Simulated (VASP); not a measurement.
```
CELL_PARAMETERS angstrom
      0.00000     3.49665     3.49665
      3.49665     0.00000     3.49665
      3.49665     3.49665     0.00000
ATOMIC_POSITIONS crystal
  Ba 0.00000 0.00000 0.00000
  Te 0.50000 0.50000 0.50000
```

Calculation: PBE GGA with D3 dispersion (Becke-Johnson damping), VASP's PBE PAW potentials (set 64) (plane waves; VASP 6.6.1). Run with 520 eV cut-off, 7×7×7 Γ-centred mesh, tetrahedra with Blöchl corrections, potentials Ba_sv Te.

Unless said otherwise, spin-orbit coupling is left out, though it shifts the bands of the heavy elements here.

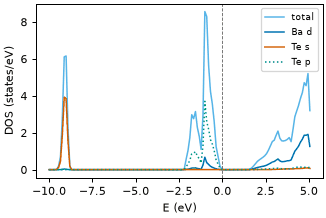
Figure: Total and projected density of states, zero at the valence-band maximum

Within 2 eV below the valence-band maximum the largest weight inside VASP's projection spheres is Te p.

It has a band gap.

The compound is BaTe in the rock salt structure. It was relaxed first.
